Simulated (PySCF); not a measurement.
```yaml
atoms:
  - { symbol: C, position_ang: [-2.7815, -0.3207, 1.0235] }
  - { symbol: C, position_ang: [-2.2127, 0.6202, -0.0289] }
  - { symbol: O, position_ang: [-0.8200, 0.4962, -0.1136] }
  - { symbol: Al, position_ang: [0.8070, 0.3111, -0.0803] }
  - { symbol: S, position_ang: [1.9058, -0.8337, -1.6059] }
  - { symbol: C, position_ang: [3.5846, -0.5693, -0.9211] }
  - { symbol: H, position_ang: [-3.8616, -0.2117, 1.0769] }
  - { symbol: H, position_ang: [-2.3498, -0.0923, 1.9954] }
  - { symbol: H, position_ang: [-2.5382, -1.3495, 0.7674] }
  - { symbol: H, position_ang: [-2.6437, 0.3901, -1.0095] }
  - { symbol: H, position_ang: [-2.4550, 1.6585, 0.2261] }
  - { symbol: H, position_ang: [1.6269, 0.9592, 1.0312] }
  - { symbol: H, position_ang: [4.1849, -0.0703, -1.6753] }
  - { symbol: H, position_ang: [3.5352, 0.0424, -0.0172] }
  - { symbol: H, position_ang: [4.0137, -1.5393, -0.6906] }
```

Geometry: GFN2-xTB.

Theory: PySCF 2.14.0, PBE0/pcSseg-1, SCF density, gas phase, non-relativistic.

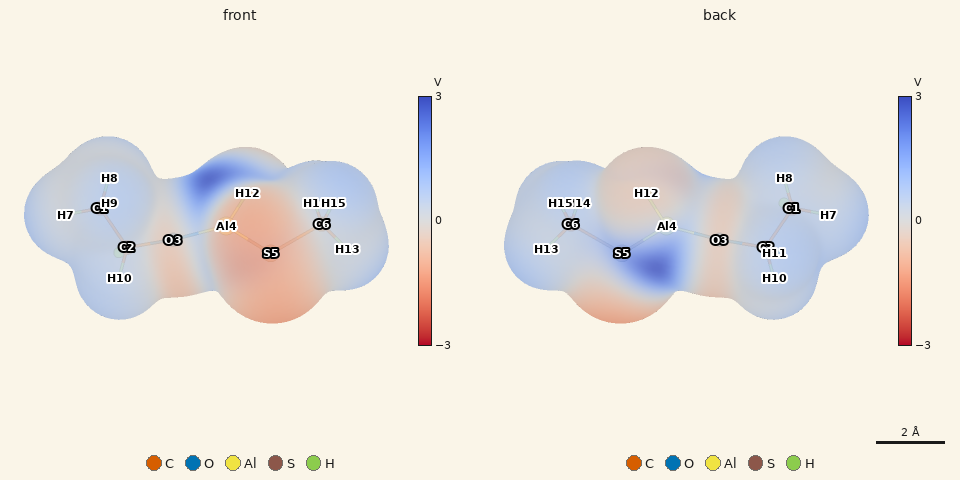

C₃H₉AlOS (SMILES CC[O][AlH][S]C). The electrostatic potential painted on the density surface at 0.002 e/bohr³, seen from the front and from behind; red is negative and blue positive.

Q: Which sites attract a positive test charge, and which a negative one?

A: A positive charge is drawn to the negative regions and a negative charge to the positive ones. The most negative region (about −1.1 V, or −25 kcal/mol for a unit charge) lies over S5, the most positive (about +2.4 V, or +55 kcal/mol for a unit charge) over Al4.

Q: What dipole moment does the calculation give?

A: Its dipole moment is 1.52 D.
